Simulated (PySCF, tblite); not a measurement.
# C₃H₁₀NPSi: geometry, infrared bands and NMR shifts

Aim: predict the infrared bands and NMR shifts of C₃H₁₀NPSi (`[H]/P=C(/[SiH3])N(C)C`).

The runs use tblite 0.8.0 and PySCF 2.14.0, with density-fitted response routines of our own; the level of theory stands in each step. All values are computed, except where a source is named. Atoms count from 0, in the outputs and in this text.

### Step 1. The starting structure

16 atoms, charge 0, multiplicity 1; geometry from: force field or distance geometry start.

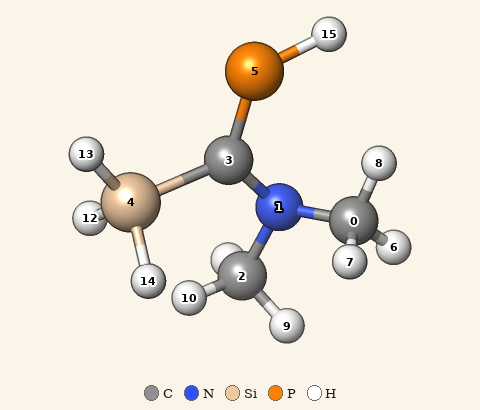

As it starts; carbon grey, nitrogen blue, silicon light orange, phosphorus orange, hydrogen white, atoms numbered.

### Step 2. Optimising the geometry with GFN2-xTB

Job settings and geometry (Å):

```
{"job": {"kind": "relax", "xc": "GFN2-xTB", "basis": "xTB"}, "charge": 0, "multiplicity": 1}
C     -1.688600    -0.008300    -0.589700
N     -0.638100    -0.115600     0.363000
C     -0.117000    -1.442500     0.579900
C      0.341500     0.882200     0.176900
Si     2.079700     0.322900    -0.107100
P     -0.035600     2.475400     0.225700
H     -2.499900    -0.685400    -0.252300
H     -1.391400    -0.306700    -1.588900
H     -2.070000     1.036700    -0.603900
H     -0.795700    -2.157200     0.026300
H      0.881200    -1.642100     0.221000
H     -0.150900    -1.634700     1.675300
H      2.455300    -0.462200     1.069800
H      2.988200     1.406800    -0.446900
H      1.995100    -0.638700    -1.229300
H     -1.361400     2.978500     0.468700
```

Started as:

```
> OMP_NUM_THREADS=1 python probes_run.py task.json out
```

The driver reads the jobs from task.json and runs them one after another.

The program printed:

```text
step      E/eV     max force
  0    -506.42288    4.077
  1    -506.74353    1.603
  2    -506.86212    0.990
  3    -506.97232    0.916
  4    -507.02596    0.846
  5    -507.08265    0.618
  6    -507.11844    0.622
  7    -507.15201    0.494
  8    -507.18913    0.585
  9    -507.23023    0.576
 10    -507.25294    0.328
 11    -507.26785    0.277
 12    -507.28175    0.372
 13    -507.29229    0.380
 14    -507.30046    0.237
 15    -507.30648    0.204
 16    -507.31214    0.189
 17    -507.31935    0.273
 18    -507.32798    0.270
 19    -507.33559    0.222
 20    -507.34023    0.142
 21    -507.34279    0.159
 22    -507.34498    0.148
 23    -507.34733    0.137
 24    -507.34982    0.135
 25    -507.35240    0.137
 26    -507.35497    0.151
 27    -507.35722    0.125
 28    -507.35921    0.130
 29    -507.36155    0.134
 30    -507.36484    0.191
 31    -507.36930    0.236
 32    -507.37394    0.183
 33    -507.37757    0.157
 34    -507.38045    0.148
 35    -507.38402    0.207
 36    -507.38904    0.212
 37    -507.39477    0.188
 38    -507.40012    0.226
 39    -507.40404    0.266
 40    -507.41006    0.297
 41    -507.41724    0.218
 42    -507.42887    0.238
 43    -507.43936    0.245
 44    -507.45185    0.300
 45    -507.44178    0.732
 46    -507.46470    0.193
 47    -507.47061    0.171
 48    -507.48394    0.254
 49    -507.48735    0.121
 50    -507.48929    0.099
 51    -507.49170    0.109
 52    -507.49322    0.117
 53    -507.49584    0.167
 54    -507.49823    0.179
 55    -507.50088    0.142
 56    -507.50300    0.149
 57    -507.50551    0.140
 58    -507.50835    0.124
 59    -507.51070    0.116
 60    -507.51151    0.151
 61    -507.51268    0.082
 62    -507.51335    0.062
 63    -507.51422    0.051
 64    -507.51486    0.069
 65    -507.51573    0.075
 66    -507.51660    0.071
 67    -507.51753    0.066
 68    -507.51842    0.073
 69    -507.51938    0.101
 70    -507.52027    0.097
 71    -507.52036    0.156
 72    -507.52146    0.053
 73    -507.52186    0.042
 74    -507.52254    0.040
 75    -507.52286    0.051
 76    -507.52343    0.067
 77    -507.52404    0.072
 78    -507.52494    0.058
 79    -507.52563    0.060
 80    -507.52615    0.061
 81    -507.52606    0.158
 82    -507.52690    0.052
 83    -507.52724    0.041
 84    -507.52785    0.043
 85    -507.52809    0.045
 86    -507.52893    0.078
 87    -507.52966    0.055
 88    -507.53029    0.082
 89    -507.53063    0.076
 90    -507.53095    0.035
 91    -507.53124    0.035
 92    -507.53153    0.036
 93    -507.53184    0.044
 94    -507.53216    0.033
 95    -507.53252    0.036
 96    -507.53294    0.066
 97    -507.53342    0.068
 98    -507.53382    0.054
 99    -507.53405    0.026
100    -507.53417    0.026
101    -507.53426    0.030
102    -507.53436    0.029
103    -507.53443    0.022
104    -507.53449    0.022
105    -507.53453    0.024
106    -507.53461    0.030
107    -507.53471    0.031
108    -507.53481    0.018
109    -507.53488    0.021
110    -507.53494    0.022
111    -507.53501    0.024
112    -507.53516    0.031
113    -507.53541    0.038
114    -507.53568    0.037
115    -507.53590    0.034
116    -507.53606    0.033
117    -507.53622    0.033
118    -507.53642    0.029
119    -507.53673    0.029
120    -507.53708    0.033
121    -507.53732    0.031
122    -507.53751    0.021
123    -507.53760    0.022
124    -507.53763    0.021
125    -507.53767    0.018
126    -507.53771    0.017
127    -507.53777    0.017
128    -507.53781    0.017
129    -507.53785    0.015
130    -507.53789    0.018
131    -507.53793    0.019
132    -507.53798    0.016
133    -507.53803    0.018
134    -507.53811    0.023
135    -507.53820    0.027
136    -507.53831    0.028
137    -507.53842    0.032
138    -507.53854    0.034
139    -507.53871    0.035
140    -507.53898    0.041
141    -507.53938    0.052
142    -507.53947    0.097
143    -507.53901    0.110
144    -507.53999    0.019
145    -507.54010    0.026
146    -507.54021    0.020
147    -507.54028    0.022
148    -507.54039    0.020
149    -507.54048    0.014
150    -507.54052    0.013
151    -507.54055    0.015
152    -507.54059    0.015
153    -507.54062    0.013
154    -507.54064    0.009
```

Wall time 1.7 s (1 thread of Arm Neoverse N1, shared host); peak memory 0.18 GiB.

Step by step: (not every step is listed)

```
step  energy from step 0 (eV)  largest force (eV/Å)
   0                   0.0000                4.0771
   1                  -0.3207                1.6030
   2                  -0.4392                0.9901
   3                  -0.5494                0.9164
   4                  -0.6031                0.8460
   5                  -0.6598                0.6184
   6                  -0.6956                0.6215
   7                  -0.7291                0.4940
   8                  -0.7662                0.5851
  22                  -0.9221                0.1478
  36                  -0.9662                0.2125
  50                  -1.0664                0.0994
  64                  -1.0920                0.0694
  78                  -1.1021                0.0580
  92                  -1.1086                0.0360
 106                  -1.1117                0.0298
 120                  -1.1142                0.0326
 134                  -1.1152                0.0226
 148                  -1.1175                0.0203
 149                  -1.1176                0.0139
 150                  -1.1176                0.0130
 151                  -1.1177                0.0146
 152                  -1.1177                0.0148
 153                  -1.1177                0.0127
 154                  -1.1178                0.0086
```

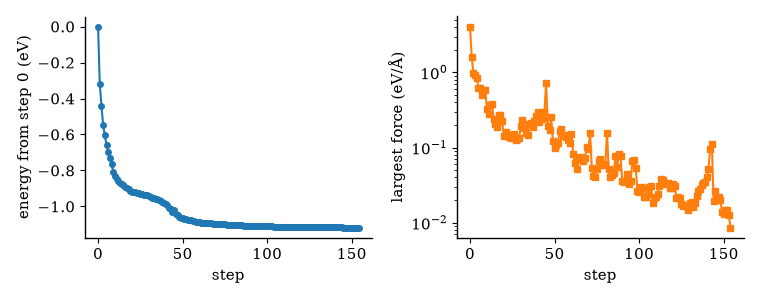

Energy and largest force along the relaxation.

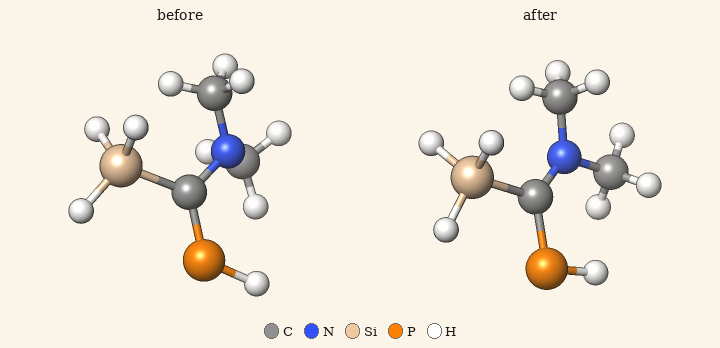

The geometry before (left) and after (right).

Distances of close pairs at the start and the end, largest changes first:

```
  bond  before (Å)  after (Å)  change (Å)
 C3–P5       1.638      1.709      +0.071
 N1–C3       1.411      1.354      -0.057
C3–Si4       1.848      1.898      +0.050
P5–H15       1.439      1.397      -0.042
 C2–H9       1.130      1.093      -0.037
 C0–H8       1.113      1.092      -0.021
 C0–N1       1.422      1.442      +0.020
C2–H11       1.113      1.097      -0.016
```

The final coordinates are the input of the step that follows.

### Step 3. Vibrational analysis with GFN2-xTB

Job settings and geometry (Å):

```
{"job": {"kind": "ir", "xc": "GFN2-xTB", "basis": "xTB"}, "charge": 0, "multiplicity": 1}
C     -1.910558     0.065411    -0.267784
N     -0.500457    -0.208807    -0.139708
C     -0.182885    -1.581421     0.161008
C      0.407710     0.786776    -0.012113
Si     2.268888     0.431312     0.091295
P      0.117105     2.470884     0.016423
H     -2.342729     0.430832     0.671346
H     -2.426153    -0.848770    -0.556768
H     -2.071370     0.816359    -1.043709
H     -0.632295    -2.235980    -0.590670
H      0.891672    -1.735682     0.156606
H     -0.572271    -1.867264     1.145647
H      2.574804    -0.262945     1.350361
H      2.977160     1.701070     0.027647
H      2.673505    -0.443716    -1.018494
H     -1.279725     2.490886    -0.002499
```

The program printed:

```text
mode    cm-1     km/mol
  1      50.2      0.44
  2      76.1      2.73
  3     151.6      1.42
  4     167.3      0.20
  5     210.0      4.32
  6     215.8      1.59
  7     270.2      3.46
  8     334.0      4.01
  9     380.9      5.27
 10     422.0      0.88
 11     482.3      6.68
 12     549.2     39.90
 13     565.2     92.93
 14     576.2     11.03
 15     786.6    135.22
 16     789.6    259.17
 17     793.3    367.36
 18     839.6     29.48
 19     970.7     13.94
 20    1036.6      6.78
 21    1063.6     33.51
 22    1083.0      1.72
 23    1104.3     36.40
 24    1156.1     53.25
 25    1253.5      4.20
 26    1391.4    153.40
 27    1407.5      6.23
 28    1440.3    102.05
 29    1466.0      8.35
 30    1470.9      2.78
 31    1488.2      4.24
 32    1493.6     46.40
 33    2193.4    435.90
 34    2201.3    245.92
 35    2232.4    225.83
 36    2329.0    215.61
 37    2909.7     21.84
 38    2912.6     54.67
 39    2962.5     47.45
 40    2979.7      9.85
 41    3020.5     29.00
 42    3062.6     15.85
```

Wall time 0.85 s (1 thread of Arm Neoverse N1, shared host); peak memory 0.18 GiB.

The strongest bands and the atoms that carry them (share of the mass-weighted mode):

```
cm⁻¹  km/mol                               atoms
 787   135.2                  H13 48 %, H14 39 %
 790   259.2                  H12 52 %, H14 39 %
 793   367.4        H12 36 %, H13 36 %, H14 19 %
1391   153.4  N1 22 %, C3 17 %, H8 13 %, C0 10 %
2193   435.9                  H14 52 %, H12 43 %
2201   245.9                  H12 53 %, H14 44 %
2232   225.8                            H15 97 %
2329   215.6                            H13 97 %
```

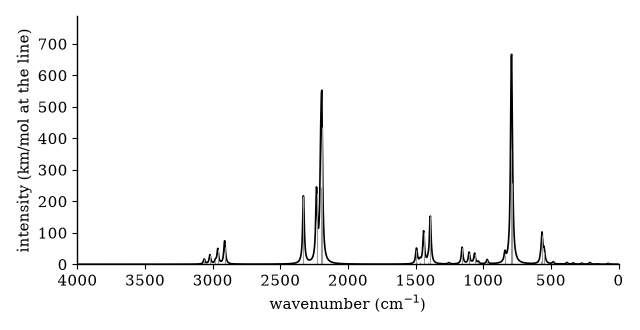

The infrared spectrum from these modes, unscaled. Lines are broadened to a width of 14 cm⁻¹ (Lorentzian).

### Step 4. NMR shieldings: PBE0/pcSseg-1

Settings changed since step 3:

```diff
@@ -1,2 +1,2 @@
-{"job": {"kind": "ir", "xc": "GFN2-xTB", "basis": "xTB"}, "charge": 0, "multiplicity": 1}
+{"job": {"kind": "nmr", "xc": "PBE0", "basis": "pcSseg-1"}, "charge": 0, "multiplicity": 1}
 C     -1.910558     0.065411    -0.267784
```

Level: GIAO PBE0/pcSseg-1 NMR shielding, non-relativistic, gas phase.

The program printed:

```text
coarse grid: 13768 points
cycle   1  E = -805.3191726580  dE =  5.193e-01  |g| = 2.748e-01  |ddm| = 3.546e+00
cycle   2  E = -805.3111397790  dE =  8.033e-03  |g| = 3.483e-01  |ddm| = 8.634e-01
cycle   3  E = -805.3410943566  dE = -2.995e-02  |g| = 1.097e-01  |ddm| = 4.987e-01
cycle   4  E = -805.3436424403  dE = -2.548e-03  |g| = 4.206e-02  |ddm| = 1.522e-01
cycle   5  E = -805.3441162314  dE = -4.738e-04  |g| = 1.136e-02  |ddm| = 5.698e-02
cycle   6  E = -805.3441475610  dE = -3.133e-05  |g| = 3.667e-03  |ddm| = 1.398e-02
cycle   7  E = -805.3441506081  dE = -3.047e-06  |g| = 5.815e-04  |ddm| = 3.368e-03
final grid: 122192 points
cycle   8  E = -805.3776856543  dE = -2.368e-05  |g| = 8.517e-03  |ddm| = 2.761e-02
cycle   9  E = -805.3776316770  dE =  5.398e-05  |g| = 1.599e-02  |ddm| = 2.600e-02
cycle  10  E = -805.3777045024  dE = -7.283e-05  |g| = 2.510e-03  |ddm| = 1.995e-02
cycle  11  E = -805.3777060199  dE = -1.518e-06  |g| = 1.751e-04  |ddm| = 2.258e-03
cycle  12  E = -805.3777060261  dE = -6.210e-09  |g| = 8.829e-05  |ddm| = 3.255e-04
cycle  13  E = -805.3777060277  dE = -1.620e-09  |g| = 4.212e-05  |ddm| = 1.145e-04
cycle  14  E = -805.3777060282  dE = -4.923e-10  |g| = 7.212e-06  |ddm| = 5.268e-05
converged SCF energy = -805.3777060282

GIAO shielding tensors (ppm)
atom      isotropic    diamagn.    paramagn.     s11        s22        s33       span
  0 C      143.986     247.182    -103.196    121.480    133.986    176.492     55.012
  1 N      136.009     330.320    -194.311     32.547    182.809    192.671    160.124
  2 C      137.777     247.904    -110.127    106.337    125.923    181.071     74.734
  3 C      -13.739     260.423    -274.163   -178.261     -1.606    138.649    316.910
  4 Si     422.430     880.349    -457.919    375.923    429.961    461.406     85.483
  5 P      272.671     968.263    -695.593     55.406    271.371    491.234    435.828
  6 H       28.834      30.644      -1.810     25.615     26.123     34.764      9.149
  7 H       28.773      30.539      -1.766     24.381     28.114     33.824      9.443
  8 H       28.383      31.225      -2.843     24.330     27.298     33.519      9.189
  9 H       28.506      30.837      -2.332     24.392     26.576     34.550     10.158
 10 H       28.316      31.998      -3.682     23.207     29.694     32.047      8.840
 11 H       28.420      30.682      -2.262     24.895     25.804     34.561      9.666
 12 H       27.095      29.280      -2.185     23.870     25.699     31.717      7.847
 13 H       27.246      28.732      -1.486     23.056     27.357     31.325      8.269
 14 H       27.020      29.322      -2.302     23.455     25.688     31.918      8.462
 15 H       26.745      32.131      -5.386     23.105     26.283     30.846      7.741
```

Run time: 46 s. Hardware: 1 thread of Arm Neoverse N1, shared host; peak memory 0.76 GiB.

Shifts follow as δ = σ(reference) − σ, with reference shieldings (ppm) from runs at the same level and on the same kind of geometry: 1H TMS 31.72, 13C TMS 186.9, 29Si TMS 349.2, 15N NH3 267.7, 31P H3PO4 318.4. The references are single molecules in the gas phase, so shifts against H2O, NH3, PH3, H3PO4 or CFCl3 are not on the usual liquid scales and can be off by tens of ppm. Atoms listed in one row are averaged.

```
                   atoms                           environment  σ (ppm)  δ (ppm)
                      C3             carbon bonded to N, P, Si    -13.7    200.7
                  C0, C2               carbon bonded to N, 3 H    140.9     46.0
                     H15  hydrogen on a phosphorus bonded to C    26.75     4.97
           H12, H13, H14     hydrogen on a silicon bonded to C    27.12     4.60
H6, H7, H8, H9, H10, H11      hydrogen on a carbon bonded to N    28.54     3.18
                      N1                nitrogen bonded to 3 C    136.0    131.7
                     Si4              silicon bonded to C, 3 H    422.4    -73.3
                      P5             phosphorus bonded to C, H    272.7     45.7
```

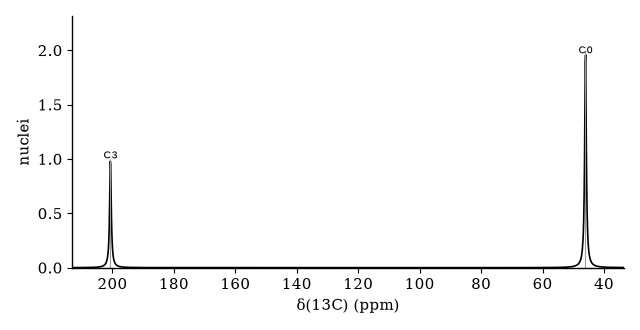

13C lines at the computed shifts, without couplings. Lines are broadened to a width of 0.62 ppm (Lorentzian).

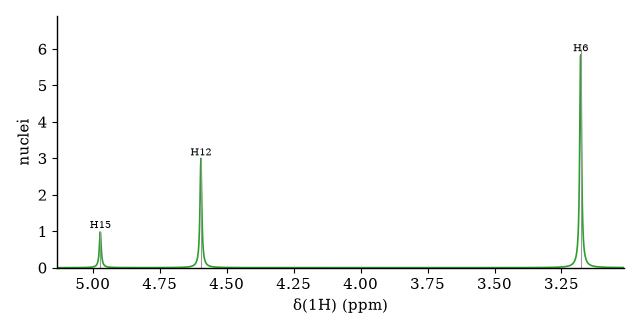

1H lines at the computed shifts, without couplings. Lines are broadened to a width of 0.01 ppm (Lorentzian).

Charges from the same density, by scheme (e):

```
 atoms  Mulliken    IAO  Hirshfeld  ESP fit
C0, C2     -0.08  -0.30      -0.06    -0.41
    N1     -0.59  -0.11      -0.03     0.27
    C3     -0.35  -0.37      -0.09    -0.21
   Si4      0.49   0.59       0.29     0.35
    P5      0.03  -0.01      -0.08    -0.34
```

IAO charges:

C0 -0.31; N1 -0.11; C2 -0.30; C3 -0.37; Si4 0.59; P5 -0.01; H6 0.14; H7 0.15; H8 0.16; H9 0.15; H10 0.15; H11 0.14; H12 -0.12; H13 -0.09; H14 -0.12; H15 -0.04

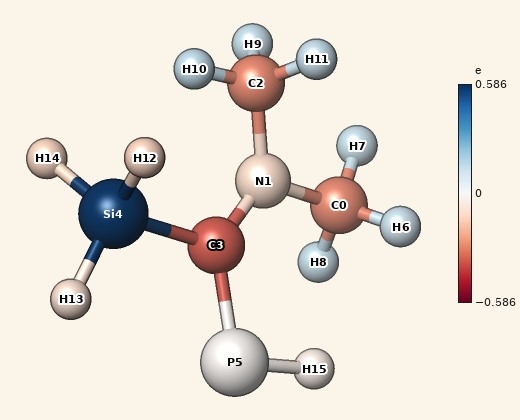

IAO charges, as colours on the atoms.

Mayer bond orders: C0–N1 0.94, N1–C2 0.95, N1–C3 1.16, C3–Si4 0.86, C3–P5 1.61.

The fields below are evaluated on a grid from the run's orbitals.

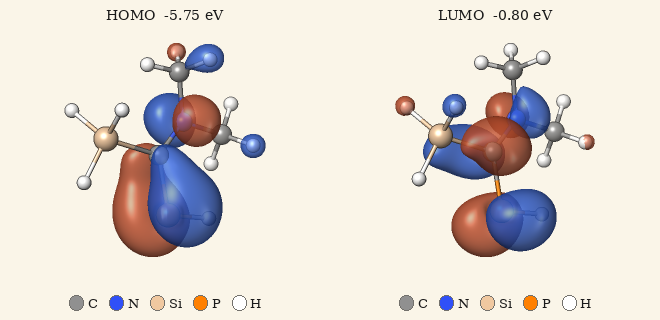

PBE0/pcSseg-1 orbitals near the gap, drawn at the value that encloses 70 % of each; the two colours are the two signs.

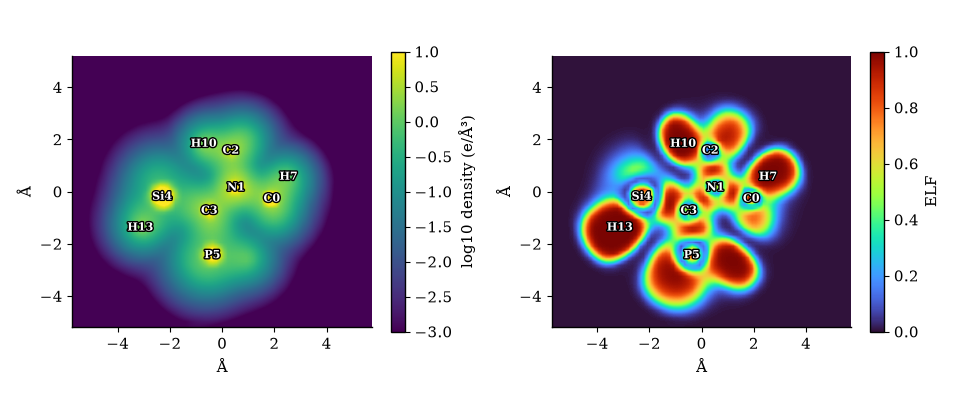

Density (left) and ELF (right) in a plane through or near 9 of the atoms.

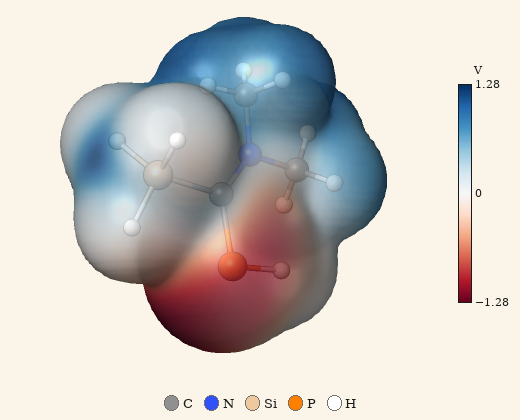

The potential that a unit positive charge feels on the 0.002 e/bohr³ surface, from the 1st to the 99th percentile, from -1.28 V near P5 to 1.17 V near H7.

### Step 5. What came out

| quantity | value |
| --- | --- |
| strongest single infrared mode (GFN2-xTB) | 2193 cm⁻¹, 436 km/mol |
| zero-point energy (GFN2-xTB) | 74.8 kcal/mol |
| 13C shifts against TMS (PBE0/pcSseg-1, means over atoms taken as alike) | 200.7, 46.0 ppm |
| 1H shifts against TMS (PBE0/pcSseg-1, means over atoms taken as alike) | 4.97, 4.60, 3.18 ppm |
| 15N shifts against NH3 (PBE0/pcSseg-1) | 131.7 ppm |
| 29Si shifts against TMS (PBE0/pcSseg-1) | -73.3 ppm |
| 31P shifts against H3PO4 (PBE0/pcSseg-1) | 45.7 ppm |
| surface potential, 1st and 99th percentile | -1.28 V and 1.17 V |

Relaxing lowered the energy by 1.118 eV in 154 steps; the close pair that moved most is C3–P5, from 1.638 to 1.709 Å. All 42 modes are real, so the xTB geometry is a minimum. The strongest single mode, at 2193 cm⁻¹, moves mainly H14 and H12. GFN2-xTB is a fitted tight-binding method: band positions and strengths are rough. Its intensities can rank the bands wrongly. At PBE0/pcSseg-1: The widest tensor belongs to P5: span 436 ppm, with a paramagnetic part of -696 ppm. At PBE0/pcSseg-1, counted by nearest atom on the grid, the HOMO lies on P5 44 %; N1 24 %, the LUMO on C3 33 %; P5 32 %.
